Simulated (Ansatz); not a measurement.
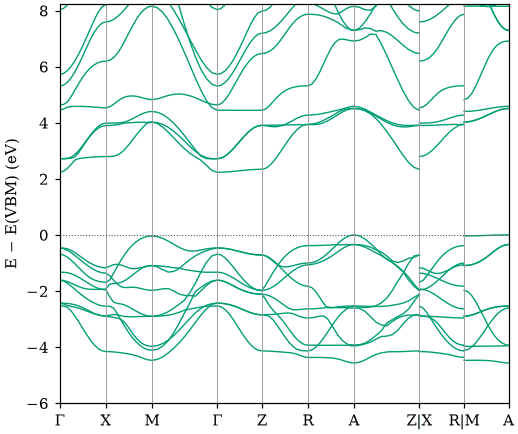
Figure: Band structure from plane-wave PAW r²SCAN (Ansatz code)

### Question
Read off the gap and where the band edges lie.

### Answer
About 2.2 eV (2.23 eV by a search for the band edges); maximum at A, minimum at Γ.

The material is BaTiO3 in space group P4mm (No. 99; Ba on 1b, Ti on 1a, O on 2c, O on 1a).

The r²SCAN relaxation kept the symmetry of its start. At this level the phase is dynamically unstable (imaginary phonons). The run is not spin-polarised. Spin–orbit coupling is left out wherever it is not named.

Potentials: the earlier of the program's two PAW sets.
